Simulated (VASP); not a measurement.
Given:

```xyz
1
Lattice="-2.4954 2.4954 2.4954 2.4954 -2.4954 2.4954 2.4954 2.4954 -2.4954" Properties=species:S:1:pos:R:3 pbc="T T T"
Ba     0.0000     0.0000     0.0000
```

These are revTPSS meta-GGA, VASP's PBE PAW potentials (set 64) (plane waves; VASP) values and carry that method's errors. Run with 520 eV cut-off, 12×12×12 Γ-centred mesh, tetrahedra with Blöchl corrections, potentials Ba_sv.

Unless said otherwise, spin-orbit coupling is left out, though it shifts the bands of the heavy elements here.

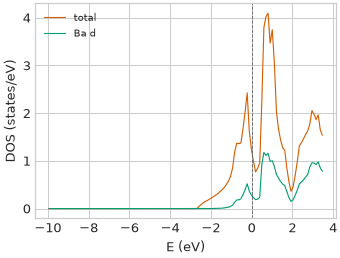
Total and projected density of states, zero at the Fermi level

Within 2 eV below the Fermi level the largest weight inside VASP's projection spheres is Ba d, then Ba s.

It has no gap at this level: it comes out as a metal or semimetal.

The compound is Ba in the bcc structure. It was relaxed first.
